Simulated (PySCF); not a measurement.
**Er(BH4)3(H2O): other functionals and bases at one geometry**

How far do other levels of theory move the description of Er(BH4)3(H2O), and what does each cost? It is a constructed species; whether it can be made isn't addressed.

Computed with PySCF 2.14.0. Level: several levels, as the steps say, no spin–orbit coupling.

1 further run of the same task is left out (for a known fault of the program). Runs told in other sessions of the task aren't counted.

### Step 1. The starting structure

19 atoms, charge 0, spin multiplicity 1.

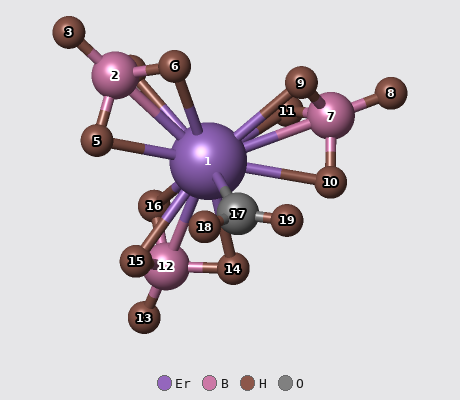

The geometry (erbium purple, boron pink, hydrogen brown, oxygen grey); atoms are numbered from 1 in the order of the file.

Geometry (Å):

```
atom     x (Å)     y (Å)     z (Å)
 Er1   0.06726  -0.04343   0.08883
  B2   1.23673   1.77518   1.20382
  H3   1.84341   2.64809   1.77282
  H4   1.57556   0.62504   1.58722
  H5   1.42288   1.77799  -0.03500
  H6   0.00195   1.83759   1.38078
  B7  -1.67821  -1.23456   1.30030
  H8  -2.51555  -1.85218   1.90951
  H9  -1.64088  -0.02480   1.60605
 H10  -1.83887  -1.29075   0.05894
 H11  -0.51533  -1.67383   1.49640
 B12   1.30898  -1.26566  -1.60233
 H13   1.95047  -1.87637  -2.42032
 H14   0.12327  -1.65141  -1.51669
 H15   1.26272  -0.03506  -1.83549
 H16   1.78661  -1.36345  -0.44227
 O17  -1.41772   1.24321  -1.22844
 H18  -1.22501   2.06404  -1.69837
 H19  -2.36795   1.08385  -1.29277
```

Formal oxidation states: Er +3. Each metal's 11 4f electrons lie in its core potential, so multiplicities, spins and levels count the valence alone. An earlier session relaxed this geometry at PBE0, Er lcecp-1-SVP with ECP57, B def2-SVP, H def2-SVP, O def2-SVP (singlet, point group C1).

At PBE0 on the finer grid: E = -196.193878 Eh, HOMO -8.97 eV, LUMO -1.26 eV, Mulliken charge on Er1 +0.38 e, largest force component 0.013 eV/Å. 

Levels to run: revPBE; TPSSh; PBE0, TZVP. Hardware: 4 threads of Arm Neoverse V1, shared host.

### Step 2. revPBE

File run.py (the lines that set the calculation):

```python
mol = gto.M(atom='''
Er     0.06726    -0.04343     0.08883
B      1.23673     1.77518     1.20382
H      1.84341     2.64809     1.77282
H      1.57556     0.62504     1.58722
H      1.42288     1.77799    -0.03500
H      0.00195     1.83759     1.38078
B     -1.67821    -1.23456     1.30030
H     -2.51555    -1.85218     1.90951
H     -1.64088    -0.02480     1.60605
H     -1.83887    -1.29075     0.05894
H     -0.51533    -1.67383     1.49640
B      1.30898    -1.26566    -1.60233
H      1.95047    -1.87637    -2.42032
H      0.12327    -1.65141    -1.51669
H      1.26272    -0.03506    -1.83549
H      1.78661    -1.36345    -0.44227
O     -1.41772     1.24321    -1.22844
H     -1.22501     2.06404    -1.69837
H     -2.36795     1.08385    -1.29277''',
    basis={'Er': 'lcecp-1-SVP', 'B': 'def2-SVP', 'H': 'def2-SVP', 'O': 'def2-SVP'},
    ecp={'Er': 'lcecp-1-SVP'},
    charge=0, spin=0)
mf = dft.RKS(mol, xc='PBE_R,PBE')
mf.grids.atom_grid = (75, 302)  # f atoms: unpruned, at least (60, 302)
mf = mf.density_fit()  # fitting sets: Er AutoAux, B def2-universal-JKFIT, H def2-universal-JKFIT, O def2-universal-JKFIT
mf.conv_tol = 1e-08; mf.max_cycle = 55
mf.kernel(dm0)  # dm0: the density of the relaxed state
```

Run with:

```sh
OMP_NUM_THREADS=4 python run.py
```

Output:

```text
init E= -196.375807994404
  HOMO = -0.281435146804481  LUMO = -0.0749179738707717  gap/eV = 5.61962
cycle= 1 E= -196.377967887235  delta_E= -0.00216  |g|= 0.0389  |ddm|= 0.424
  HOMO = -0.278604216685831  LUMO = -0.0712083164968327  gap/eV = 5.64353
cycle= 2 E= -196.377255897276  delta_E= 0.000712  |g|= 0.0613  |ddm|= 0.147
  HOMO = -0.279607416634979  LUMO = -0.073250681855157  gap/eV = 5.61525
cycle= 3 E= -196.378452183971  delta_E= -0.0012  |g|= 0.00416  |ddm|= 0.0843
  HOMO = -0.279886388441851  LUMO = -0.0734613171801861  gap/eV = 5.61711
cycle= 4 E= -196.378456210894  delta_E= -4.03e-06  |g|= 0.00143  |ddm|= 0.00659
  HOMO = -0.279832299294107  LUMO = -0.0733647862033884  gap/eV = 5.61827
cycle= 5 E= -196.378456710753  delta_E= -5e-07  |g|= 0.000375  |ddm|= 0.00184
  HOMO = -0.279820379076514  LUMO = -0.0733761091945375  gap/eV = 5.61763
cycle= 6 E= -196.378456749983  delta_E= -3.92e-08  |g|= 0.000102  |ddm|= 0.000491
  HOMO = -0.279831585852671  LUMO = -0.073376329205324  gap/eV = 5.61793
cycle= 7 E= -196.378456753073  delta_E= -3.09e-09  |g|= 1.22e-05  |ddm|= 0.000133
  HOMO = -0.279828309573132  LUMO = -0.0733762793769692  gap/eV = 5.61785
Extra cycle  E= -196.378456753058  delta_E= 1.46e-11  |g|= 1.5e-05  |ddm|= 3.61e-05
converged SCF energy = -196.378456753058
```

Wall time 9.8 s (4 threads of Arm Neoverse V1, shared host).

Result: E = -196.378457 Eh, HOMO -7.61 eV, LUMO -2.00 eV, Mulliken charge on Er1 +0.06 e, largest force component 0.491 eV/Å. 

### Step 3. TPSSh

Edit run.py (the lines that set the calculation) of step 2 so:

```diff
@@ -23,3 +23,3 @@
     charge=0, spin=0)
-mf = dft.RKS(mol, xc='PBE_R,PBE')
+mf = dft.RKS(mol, xc='TPSSH')
 mf.grids.atom_grid = (75, 302)  # f atoms: unpruned, at least (60, 302)
```

Run with:

```sh
OMP_NUM_THREADS=4 python run.py
```

Output:

```text
init E= -196.455405023335
  HOMO = -0.310167490008608  LUMO = -0.057040189951131  gap/eV = 6.88794
cycle= 1 E= -196.457406964428  delta_E= -0.002  |g|= 0.0249  |ddm|= 0.132
  HOMO = -0.311171400375372  LUMO = -0.0575254493568522  gap/eV = 6.90206
cycle= 2 E= -196.457457512708  delta_E= -5.05e-05  |g|= 0.021  |ddm|= 0.0529
  HOMO = -0.308781127225393  LUMO = -0.0569968607745288  gap/eV = 6.85140
cycle= 3 E= -196.457610123827  delta_E= -0.000153  |g|= 0.00276  |ddm|= 0.0259
  HOMO = -0.308943863271808  LUMO = -0.0567930446728084  gap/eV = 6.86137
cycle= 4 E= -196.457612113938  delta_E= -1.99e-06  |g|= 0.00116  |ddm|= 0.00439
  HOMO = -0.309081920068238  LUMO = -0.0568839962748449  gap/eV = 6.86266
cycle= 5 E= -196.457612441275  delta_E= -3.27e-07  |g|= 0.000162  |ddm|= 0.00128
  HOMO = -0.30908293298005  LUMO = -0.0568922231991813  gap/eV = 6.86246
cycle= 6 E= -196.457612447097  delta_E= -5.82e-09  |g|= 6.18e-05  |ddm|= 0.000273
  HOMO = -0.309078622842988  LUMO = -0.0568884619758485  gap/eV = 6.86244
Extra cycle  E= -196.457612446194  delta_E= 9.04e-10  |g|= 8.63e-05  |ddm|= 0.000165
converged SCF energy = -196.457612446194
```

Run time: 15 s. Hardware: 4 threads of Arm Neoverse V1, shared host.

It gives: E = -196.457612 Eh, HOMO -8.41 eV, LUMO -1.55 eV, Mulliken charge on Er1 +0.42 e, largest force component 0.267 eV/Å. 

### Step 4. PBE0, TZVP

Basis: Er lcecp-1-TZVP with ECP57, B def2-TZVP, H def2-TZVP, O def2-TZVP. 

Edit run.py (the lines that set the calculation) of step 3 so:

```diff
@@ -20,6 +20,6 @@
 H     -2.36795     1.08385    -1.29277''',
-    basis={'Er': 'lcecp-1-SVP', 'B': 'def2-SVP', 'H': 'def2-SVP', 'O': 'def2-SVP'},
-    ecp={'Er': 'lcecp-1-SVP'},
+    basis={'Er': 'lcecp-1-TZVP', 'B': 'def2-TZVP', 'H': 'def2-TZVP', 'O': 'def2-TZVP'},
+    ecp={'Er': 'lcecp-1-TZVP'},
     charge=0, spin=0)
-mf = dft.RKS(mol, xc='TPSSH')
+mf = dft.RKS(mol, xc='PBE0')
 mf.grids.atom_grid = (75, 302)  # f atoms: unpruned, at least (60, 302)
@@ -27,2 +27,2 @@
 mf.conv_tol = 1e-08; mf.max_cycle = 55
-mf.kernel(dm0)  # dm0: the density of the relaxed state
+mf.kernel(dm0)  # dm0: free metal ions and neutral atoms
```

Run with:

```sh
OMP_NUM_THREADS=4 python run.py
```

Output:

```text
init E= -198.078873827187
  HOMO = -0.364575532280252  LUMO = -0.0971635173108716  gap/eV = 7.27665
cycle= 1 E= -196.321387160274  delta_E= 1.76  |g|= 0.449  |ddm|= 2.85
  HOMO = -0.290029259819453  LUMO = -0.0702070244651836  gap/eV = 5.98167
cycle= 2 E= -196.351890744856  delta_E= -0.0305  |g|= 0.257  |ddm|= 0.895
  HOMO = -0.3343657288393  LUMO = -0.0577515270640028  gap/eV = 7.52706
cycle= 3 E= -196.370554761479  delta_E= -0.0187  |g|= 0.0805  |ddm|= 0.309
  HOMO = -0.331490188098971  LUMO = -0.0566716457482919  gap/eV = 7.47819
cycle= 4 E= -196.371890920817  delta_E= -0.00134  |g|= 0.03  |ddm|= 0.0714
  HOMO = -0.33021617342319  LUMO = -0.0550971230396442  gap/eV = 7.48637
cycle= 5 E= -196.372042198367  delta_E= -0.000151  |g|= 0.00547  |ddm|= 0.0215
  HOMO = -0.330487819025666  LUMO = -0.0553240712260674  gap/eV = 7.48759
cycle= 6 E= -196.372048017993  delta_E= -5.82e-06  |g|= 0.000689  |ddm|= 0.00415
  HOMO = -0.330477154882761  LUMO = -0.0553592864176515  gap/eV = 7.48634
cycle= 7 E= -196.372048103368  delta_E= -8.54e-08  |g|= 0.000325  |ddm|= 0.000949
  HOMO = -0.330458832433376  LUMO = -0.0553333169162933  gap/eV = 7.48655
cycle= 8 E= -196.372048135954  delta_E= -3.26e-08  |g|= 4.92e-05  |ddm|= 0.000405
  HOMO = -0.330460945113447  LUMO = -0.0553366861565934  gap/eV = 7.48651
cycle= 9 E= -196.372048136705  delta_E= -7.51e-10  |g|= 1.56e-05  |ddm|= 5.79e-05
  HOMO = -0.330462190688555  LUMO = -0.0553358982760841  gap/eV = 7.48657
Extra cycle  E= -196.372048136696  delta_E= 9.27e-12  |g|= 1.62e-05  |ddm|= 3.01e-05
converged SCF energy = -196.372048136696
```

Run time: 41 s. Hardware: 4 threads of Arm Neoverse V1, shared host.

Result: E = -196.372048 Eh, HOMO -8.99 eV, LUMO -1.51 eV, Mulliken charge on Er1 +0.90 e, largest force component 0.219 eV/Å. 

### Step 5. Results

| level | state | HOMO (eV) | gap (eV) | charge on Er1 (e) | dipole (D) | largest force component (eV/Å) | basis functions | time |
| --- | --- | --- | --- | --- | --- | --- | --- | --- |
| PBE0 (relaxed here) | singlet | -8.97 | 7.70 | 0.38 | 6.13 | 0.01 | 159 | 8 s |
| revPBE | singlet | -7.61 | 5.62 | 0.06 | 6.05 | 0.49 | 159 | 9.8 s |
| TPSSh | singlet | -8.41 | 6.86 | 0.42 | 6.13 | 0.27 | 159 | 15 s |
| PBE0, TZVP | singlet | -8.99 | 7.49 | 0.90 | 6.00 | 0.22 | 255 | 41 s |

Times are on 4 threads of Arm Neoverse V1, shared host; the first row also made further properties.

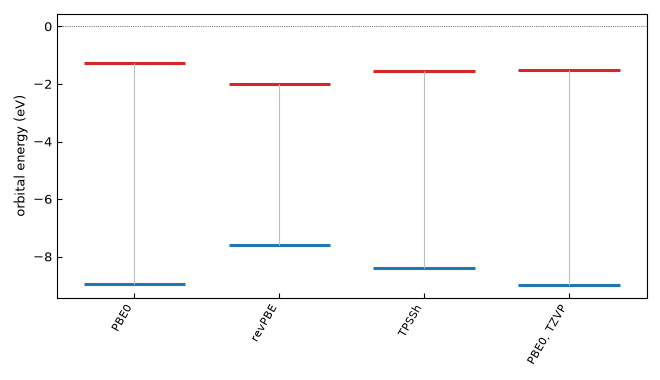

Highest filled and lowest empty level, method by method.

In one basis the HOMO–LUMO gap runs from 5.62 eV (revPBE) to 7.70 eV (PBE0). The largest leftover force, 0.49 eV/Å with revPBE, stands at a geometry relaxed at another level. The Mulliken charge on Er spans +0.06 to +0.90 e over the levels. With 4f in the core, its levels are missing from HOMO and gap, and its count is fixed, so no charge can pass from the ligands into it. Total energies of different levels can't be compared. Spin–orbit coupling is left out throughout.
